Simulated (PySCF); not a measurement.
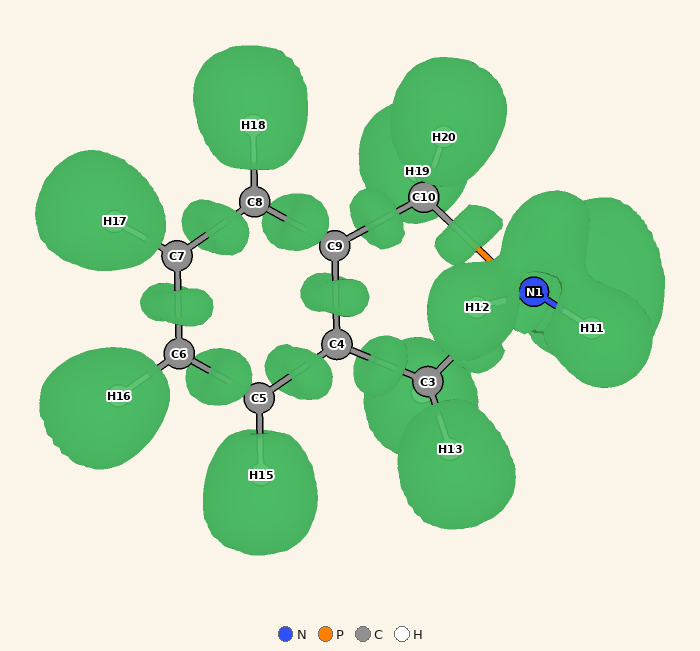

Figure. C$_{8}$H$_{10}$NP (SMILES NP1Cc2ccccc2C1). Isosurface of the ELF at 0.8 (green), seen across its widest extent. Core shells and regions of very low density are left out.

Geometry: PBE0-D3(BJ)/def2-SVP.

All numbers below come from PySCF, B3LYP/def2-SVPD, SCF density, gas phase.

```yaml
atoms:
  - { symbol: N, position_ang: [2.7670, 0.2272, 1.0107] }
  - { symbol: P, position_ang: [2.6914, 0.5329, -0.6743] }
  - { symbol: C, position_ang: [1.5505, -0.8215, -1.3057] }
  - { symbol: C, position_ang: [0.1771, -0.4875, -0.7900] }
  - { symbol: C, position_ang: [-0.8836, -1.3797, -0.6307] }
  - { symbol: C, position_ang: [-2.1059, -0.9268, -0.1332] }
  - { symbol: C, position_ang: [-2.2708, 0.4166, 0.2046] }
  - { symbol: C, position_ang: [-1.2142, 1.3143, 0.0478] }
  - { symbol: C, position_ang: [0.0108, 0.8658, -0.4466] }
  - { symbol: C, position_ang: [1.2410, 1.7081, -0.6578] }
  - { symbol: H, position_ang: [3.5994, -0.2671, 1.3127] }
  - { symbol: H, position_ang: [1.9341, -0.1408, 1.4676] }
  - { symbol: H, position_ang: [1.9100, -1.8147, -0.9940] }
  - { symbol: H, position_ang: [1.5737, -0.8037, -2.4112] }
  - { symbol: H, position_ang: [-0.7536, -2.4336, -0.8915] }
  - { symbol: H, position_ang: [-2.9335, -1.6281, -0.0014] }
  - { symbol: H, position_ang: [-3.2272, 0.7660, 0.6013] }
  - { symbol: H, position_ang: [-1.3415, 2.3655, 0.3198] }
  - { symbol: H, position_ang: [1.2008, 2.2285, -1.6318] }
  - { symbol: H, position_ang: [1.3910, 2.4733, 0.1185] }
```

Question: What do the ELF domains correspond to?

Answer: The ELF exceeds this value in eight regions between bonded C–C atoms (shared pairs), two regions between bonded C–P atoms (shared pairs), eight regions around hydrogen nuclei, one lobe on P, pointing away from the bonds (lone pairs) and one joined region spread over several atoms (H, N), in which their bonds and any lone pairs are merged.

Values along the shortest contacts:
C–C (1.40 Å): the ELF peaks at about 0.95 between the atoms; localised, covalent bonding. P–N (1.71 Å): the ELF peaks at about 0.90 between the atoms: a polar covalent bond.
